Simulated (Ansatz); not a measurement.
**One shape, several levels: [AlH3]− (SMILES [AlH3-])**

We compute a comparison of 6 runs (UB3LYP/3-21G, U-wB97M-V/6-31G*, UPBE/6-31G*, UCCSDT/3-21G, UBCCD(T)/6-31G*, UCCSD(T)/3-21G) of [AlH3]−. 

Program for the calculation: Ansatz 0.2.0.

**1. The molecule**

The species is [AlH3]− (4 atoms), meant as a doublet with charge -1. SMILES: `[AlH3-]`. The H2–Al1 distance was set to 2.526 Å, away from the relaxed value. At this shape a bond of the SMILES string is far longer than usual.

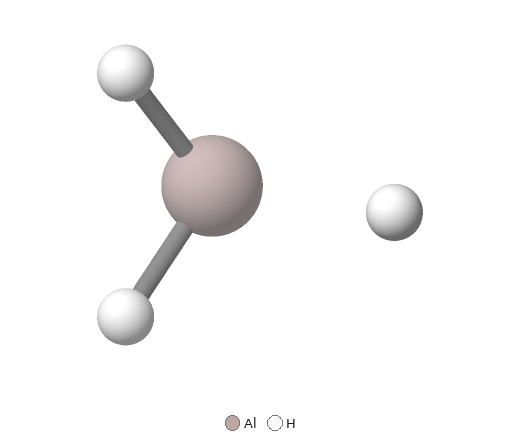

Viewed from a chosen angle; aluminium light grey, hydrogen white.

**2. The energy at UB3LYP/3-21G (run 1)**

The input, job.yaml:

```yaml
crystal:
  periodic: [false, false, false]
  atoms:
    - {symbol: Al, position_ang: [-0.477563, 0.305984, -1.073142]}
    - {symbol: H, position_ang: [0.471920, 0.754070, 1.224440]}
    - {symbol: H, position_ang: [-1.666613, -0.833226, -0.715382]}
    - {symbol: H, position_ang: [0.722747, -0.674926, -1.733572]}
basis:
  gaussian: {orbitals: 3-21G.json}
total_charge: -1
magnetization: {spin_polarized: true, initial_magnetization: 1}
hamiltonian: {xc: {name: B3LYP}}
accuracy: high
```

The basis set 3-21G is read from a file made from the Basis Set Exchange's data (not shown).

On the command line:

```
$ ansatz run job.yaml --threads 1 --pin off --max-ram 2610MiB --events-out events.jsonl --progress --plain --runs-dir runs
```

The program printed:

```text
Warning: RAYON_NUM_THREADS=1 ignored (pool sized by the plan → 1); use --threads N
Functional definition: B3LYP
  name "B3LYP"
  parameter a0 = 0.2
  parameter ax = 0.72
  parameter ac = 0.81
  exchange = (1 - a0 - ax)*slater_x + ax*b88_x + a0*exact_x
  correlation = (1 - ac)*vwn_rpa_c + ac*lyp_c
369 factors; integrals over basis functions are off by at most 2.6e-9 eV
mean field evaluation 1: about -6606.5584 eV, gradient 7.7e0 eV
mean field evaluation 2: about -6605.5708 eV, gradient 1.1e1 eV
mean field evaluation 4: about -6607.3718 eV, gradient 3.1e-1 eV
mean field evaluation 8: about -6607.3707 eV, gradient 1.5e-2 eV
mean field evaluation 16: about -6607.3707 eV, gradient 3.2e-5 eV
mean field -6607.37067126 eV, -242.8163935320 hartree, gradient 5.0e-8 eV, S^2 0.752658; 2 other end points of the search recorded, 0 dependent functions left out
reference -6607.37070530 eV, -242.8163947831 hartree; 9, 8 occupied and 10, 11 virtual orbitals, 369 factors
Total energy: -6607.37070530 eV, -242.8163947831 hartree
```

Wall time 1.4 s (1 thread of Arm Neoverse V2, shared host); peak memory 0.11 GiB.

**3. The energy at U-wB97M-V/6-31G(d) (spherical functions) (run 2)**

The input, in.yaml:

```yaml
crystal:
  periodic: [false, false, false]
  atoms:
    - {symbol: Al, position_ang: [-0.477563, 0.305984, -1.073142]}
    - {symbol: H, position_ang: [0.471920, 0.754070, 1.224440]}
    - {symbol: H, position_ang: [-1.666613, -0.833226, -0.715382]}
    - {symbol: H, position_ang: [0.722747, -0.674926, -1.733572]}
basis:
  gaussian:
    orbitals: 6-31G_st_-spherical.json
total_charge: -1
hamiltonian:
  xc: {name: wB97M-V}
magnetization:
  spin_polarized: true
  initial_magnetization: 1
accuracy: high
```

The basis set 6-31G* is read from a file made from the Basis Set Exchange's data (not shown).

On the command line:

```
$ ansatz run in.yaml --threads 1 --pin off --max-ram 2610MiB --events-out events.jsonl --progress --plain --runs-dir runs
```

The program printed (excerpt; [...] marks lines left out):

```text
Warning: RAYON_NUM_THREADS=1 ignored (pool sized by the plan → 1); use --threads N
Functional definition: wB97M-V
  name "wB97M-V"
[...]
  gx(w, u) = 1 - cx + cx01*u + cx10*w
  gss(w, u) = css00 + css04*u^4 + css10*w + css20*w^2 + css43*w^4*u^3
  gos(w, u) = cos00 + cos10*w + (cos20 + cos21*u)*w^2 + (cos60 + cos61*u)*w^6
[...]
      + integral(e_c_pw_mod_opposite_spin*gos(b97_w_opposite, b97_u_opposite)) + vv10(b, c)
451 factors; integrals over basis functions are off by at most 3.6e-9 eV
202 factors; integrals over basis functions are off by at most 2.4e-9 eV
[...]
mean field -6641.90403118 eV, -244.0854711018 hartree, gradient 6.6e-8 eV, S^2 0.751767; 0 other end points of the search recorded, 0 dependent functions left out
reference -6641.90403515 eV, -244.0854712476 hartree; 9, 8 occupied and 15, 16 virtual orbitals, 451 factors
Total energy: -6641.90403515 eV, -244.0854712476 hartree
```

It took 22 s on 1 thread of Arm Neoverse V2, shared host; peak memory 0.41 GiB.

Runs 3 to 5 aren't shown in full; the table further down has their settings and results.

**4. The energy at UCCSD(T)/3-21G (run 6)**

in.yaml: that of step 3 with these lines changed.

```diff
@@ -8,10 +8,7 @@
 basis:
-  gaussian:
-    orbitals: 6-31G_st_-spherical.json
+  gaussian: {orbitals: 3-21G.json}
 total_charge: -1
-hamiltonian:
-  xc: {name: wB97M-V}
-magnetization:
-  spin_polarized: true
-  initial_magnetization: 1
+magnetization: {spin_polarized: true, initial_magnetization: 1}
+correlation: {method: ccsd_t, frozen_orbitals: {Al: 5, H: 0}}
 accuracy: high
+scf: {omitted_lower_state_checks: [cluster_reference, increment]}
```

The basis set 3-21G is read from a file made from the Basis Set Exchange's data (not shown).

On the command line:

```
$ ansatz run in.yaml --threads 1 --pin off --max-ram 2610MiB --events-out events.jsonl --progress --plain --runs-dir runs
```

The program printed (excerpt; [...] marks lines left out):

```text
Warning: RAYON_NUM_THREADS=1 ignored (pool sized by the plan → 1); use --threads N
Functional definition: HF
  name "HF"
[...]
369 factors; integrals over basis functions are off by at most 2.6e-9 eV
[...]
mean field -6590.99886412 eV, -242.2147407168 hartree, gradient 1.6e-8 eV, S^2 0.769011; 2 other end points of the search recorded, 0 dependent functions left out
5 core orbitals not correlated: weight in the atoms' cores, before any rotation towards them, 1.000 or more for the frozen orbitals, at most 0.000 for the correlated occupied ones
reference -6590.99886412 eV, -242.2147407168 hartree; 4, 3 occupied and 10, 11 virtual orbitals, 369 factors
second order -1.25416080 eV of doubles, -0.00000000 eV of singles
cycle   1  -1.62890007 eV  change   -3.7e-1 eV  update   7.3e-2
[...]
cycle  28  -1.94461180 eV  change  -2.1e-10 eV  update  7.0e-10
perturbative correction -0.03663267 eV, -0.0013462258 hartree
Total energy: -6592.98010859 eV, -242.2875501082 hartree
Checks for a lower state left out: cluster_reference, increment
```

Wall time 0.22 s (1 thread of Arm Neoverse V2, shared host).

**5. Overview of the runs**

```
run                                   level  frozen core orbitals  energy (Eh)   ⟨S²⟩  wall time
  1                            UB3LYP/3-21G                     –  -242.816395  0.753      1.4 s
  2  U-wB97M-V/6-31G* (spherical functions)                     –  -244.085471  0.752       22 s
  3       UPBE/6-31G* (spherical functions)                     –  -243.981803  0.751      1.4 s
  4                            UCCSDT/3-21G                     5  -242.288264  0.769     0.54 s
  5   UBCCD(T)/6-31G* (spherical functions)                     5  -243.629284  0.763     0.44 s
  6                          UCCSD(T)/3-21G                     5  -242.287550  0.769     0.22 s
```

**6. Results**

| quantity | value |
| --- | --- |
| run 6: total energy | -242.28755 Eh |
| run 6: correlation energy (5 core orbitals frozen) | -72.8 mEh |
| run 6: (T) correction | -1.35 mEh |
| run 6: ⟨S²⟩ of the reference determinant | 0.769 |
| run 6: T1 diagnostic | 0.035 |

In words: Totals of different functionals can't be ranked against each other. All runs together took 26 s, the longest 22 s.
